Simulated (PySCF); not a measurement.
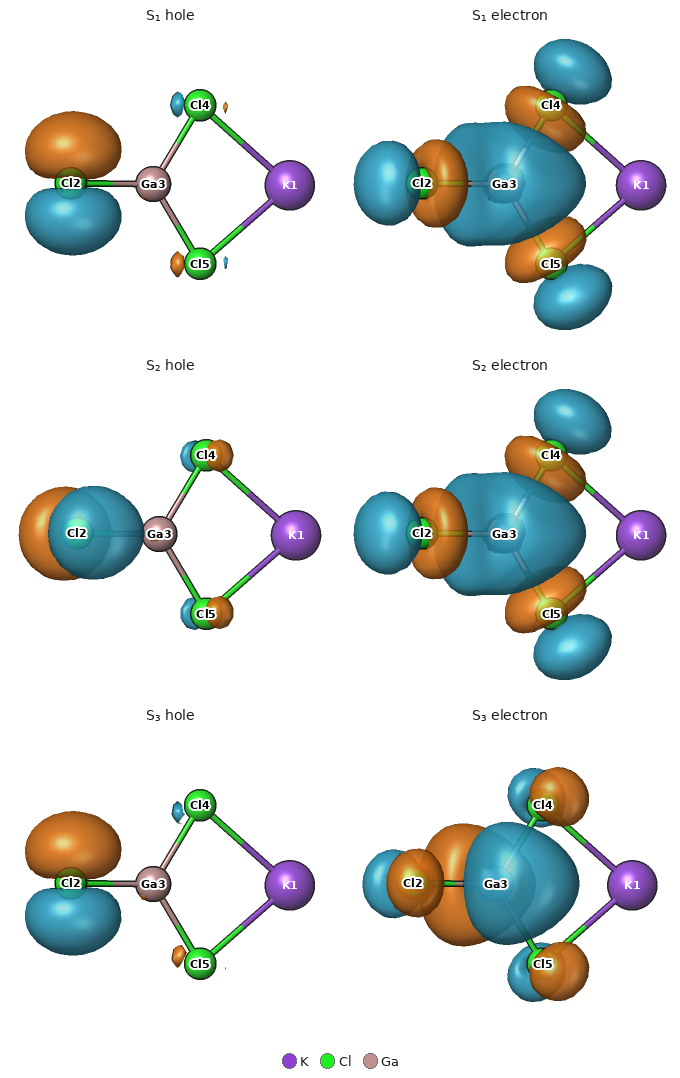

Cl3GaK, charge +1, SMILES `[K+].Cl[Ga](Cl)Cl`. Leading natural transition orbitals (TDA singlet states).

Level of theory: B3LYP/def2-SVP (PySCF), at a geometry from GFN2-xTB. This is a single-reference result, which may miss multireference character in this system. The pair's geometry is semi-empirical, so its contact may be too short or too long. GFN2-xTB bond lengths at metals and heavier atoms can be off by up to 0.1 Å and shapes distorted, which carries into these values. Without diffuse functions Rydberg states are missing, so the states' numbers hold for this basis only.

Input script:

```python
import numpy as np
from pyscf import gto, scf, dft, tdscf
from pyscf.scf import atom_ks, atom_hf
from scipy.linalg import block_diag

def solve(mol, dm0=None, hcore=None):
    mf = (dft.UKS if mol.spin else dft.RKS)(mol, xc='b3lyp')
    mf.grids.level = 3
    mf = mf.density_fit(auxbasis='def2-universal-jkfit')
    mf.conv_tol, mf.max_cycle = 1e-8, 80
    if hcore is not None:
        mf.get_hcore = lambda *args: hcore
    mf.kernel(dm0)
    if not mf.converged:
        mf = mf.newton().run(mf.mo_coeff, mf.mo_occ, max_cycle=30)
    assert mf.converged, 'SCF not converged'
    return mf

mol = gto.M(atom='''
K     -2.71771    -0.00033     0.00000
Cl     2.74386     0.00100     0.00000
Ga     0.69022    -0.00018     0.00000
Cl    -0.48148    -1.75439     0.00000
Cl    -0.48358     1.75409     0.00000
''', basis='def2-svp', charge=1, spin=0, verbose=4)
mf = solve(mol)
td = mf.TDA()
td.nstates, td.singlet, td.conv_tol = 5, True, 1e-5
td.kernel()
td.analyze()
x, y = np.array([p[0] for p in td.xy]), np.array([p[1] + 0 * p[0] for p in td.xy])
f, mu = td.oscillator_strength(), td.transition_dipole()
nto = [td.get_nto(state=i + 1, verbose=4) for i in range(len(td.e))]
# spherically averaged free atoms, for the promolecule
atm = atom_ks.get_atm_nrks(mol, xc='b3lyp')
pro = block_diag(*[(atm[a[0]][2] * atm[a[0]][3]) @ atm[a[0]][2].T for a in mol._atom])
np.savez('result.npz', e=td.e, f=f, ok=td.converged, w=[n[0] for n in nto], nto=[n[1] for n in nto], x=x, y=y, c=mf.mo_coeff, occ=mf.mo_occ, eps=mf.mo_energy, pro=pro, mu=mu)
```

Run with:

```sh
OMP_NUM_THREADS=1 python input.py
```

The run took 2.4 min on 1 thread of Arm Neoverse V1 (shared host), peak memory 0.6 GiB.

**Give the energy and character of each state.**

By state:
- S₁: 5.75 eV (216 nm), f = 0.016, ligand-centred; the leading pair carries 99 %; hole on Cl2 (85 %) and Ga3 (7 %), electron on Ga3 (43 %), Cl2 (18 %) and Cl4 and Cl5 (16 % each); their centroids lie 1.9 Å apart.
- S₂: 5.90 eV (210 nm), f = 0.003, ligand-centred; the leading pair carries 100 %; hole on Cl2 (81 %), Ga3 (8 %) and Cl4 and Cl5 (5 % each), electron on Ga3 (43 %), Cl2 (18 %) and Cl4 and Cl5 (16 % each); their centroids lie 1.8 Å apart.
- S₃: 6.25 eV (198 nm), f = 0.000 (dark), ligand-centred; the leading pair carries 100 %; hole on Cl2 (86 %) and Ga3 (7 %), electron on Ga3 (65 %), Cl2 (12 %) and Cl4 and Cl5 (10 % each); their centroids lie 1.7 Å apart.
